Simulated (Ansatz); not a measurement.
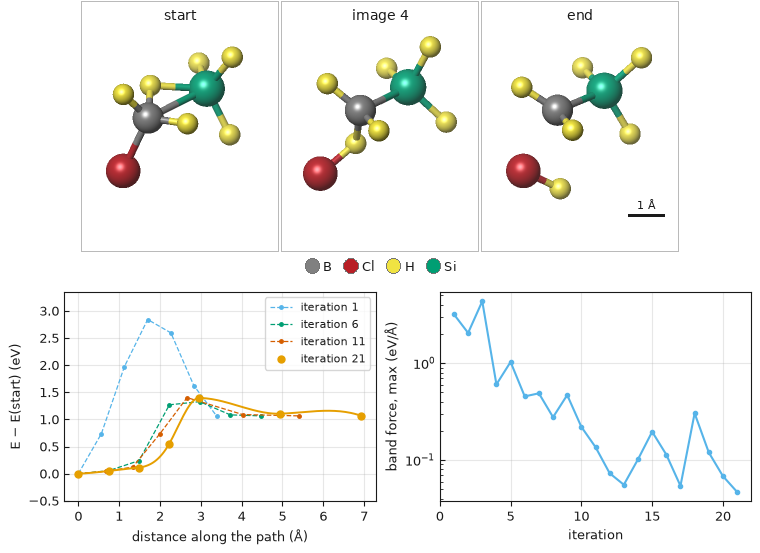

NEB run on BSiH6Cl. Images are numbered from 0 (start) to 6 (end). The plot follows the band through its iterations. A ball-and-stick model, seen from a free direction.

These are results of RKS PBE0-D4/def2-SVP (Ansatz 0.2.0), not measurements.

The input:
```yaml
crystal:
  periodic: [false, false, false]
  atoms:
    - {symbol: B, position_ang: [-1.004611, -0.435217, -0.349466]}
    - {symbol: Cl, position_ang: [-1.586016, 0.542534, -1.753980]}
    - {symbol: H, position_ang: [-0.078282, -1.182059, -0.608224]}
    - {symbol: H, position_ang: [-1.816969, -0.977734, 0.341047]}
    - {symbol: H, position_ang: [-0.638029, 0.431529, 0.586068]}
    - {symbol: Si, position_ang: [0.960276, 0.330301, 0.385834]}
    - {symbol: H, position_ang: [1.464371, -0.805392, 1.183443]}
    - {symbol: H, position_ang: [1.127547, 1.591804, 1.158779]}
    - {symbol: H, position_ang: [1.571713, 0.504036, -0.943600]}
basis:
  gaussian: {orbitals: def2-SVP}
hamiltonian: {xc: pbe0, dispersion: d4}
neb:
  images: 5
  climbing: true
  max_iterations: 40
  initial_path: idpp
  final_atoms:
    - {symbol: B, position_ang: [-0.707835, -0.817700, -0.001304]}
    - {symbol: Cl, position_ang: [-1.655254, 0.752287, -1.189633]}
    - {symbol: H, position_ang: [-0.571273, -1.638292, -0.863269]}
    - {symbol: H, position_ang: [-1.624830, -0.976825, 0.754144]}
    - {symbol: H, position_ang: [-0.595267, 1.272596, -1.702620]}
    - {symbol: Si, position_ang: [0.937085, 0.145591, 0.642019]}
    - {symbol: H, position_ang: [1.957580, -0.792582, 1.190891]}
    - {symbol: H, position_ang: [0.676807, 1.188096, 1.676475]}
    - {symbol: H, position_ang: [1.582986, 0.866627, -0.506802]}
```

Run as
```bash
ansatz run in.yaml --threads 2 --pin off --events-out ev --progress --plain --max-ram 4352MiB
```

> Did the band converge, and can the barrier be trusted?

The run is converged, with reservations. The band converged in 21 iterations. The largest component of the band force went from 3.2 to 0.047 eV/Å. The climbing image converged on the top of the path. Its curvatures weren't checked. The largest force component is 0.21 eV/Å at the start and 0.27 eV/Å at the end; an end with forces this large is no minimum, and the barrier measured from it can be far off. The first iteration put the highest image at 2.84 eV. Forward barrier 1.40 eV, backward barrier 0.33 eV, with image 4 at the top; the reaction energy is +1.07 eV.
